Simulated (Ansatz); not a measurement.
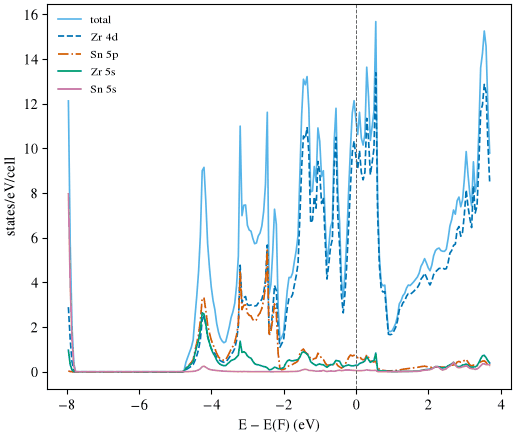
*Total and projected density of states of Zr₃Sn (A15 (Cr3Si type), Pm-3n), plane-wave PAW r²SCAN (Ansatz code)*

Which orbitals carry the states next to the Fermi level?

Within 0.5 eV of the Fermi level: Zr 4d 84 %, Sn 5p 6 %. Projections are on Löwdin-orthogonalised atomic valence shells; empty p or d shells of many metals are not among them.

Where is the tallest occupied peak in this window, and what makes it?

Near -1.3 eV, about 13 states/eV per cell; the largest projected share is Zr 4d.

The workflow started from an entry of the Crystallography Open Database (COD). Its standing as an ambient phase is unchecked. The r²SCAN relaxation kept the symmetry of its start; its stability against distortions is not shown here. The run is not spin-polarised. Scalar-relativistic: spin–orbit coupling is off unless named, which matters more the heavier the elements.

Potentials: the later of the program's two PAW sets.
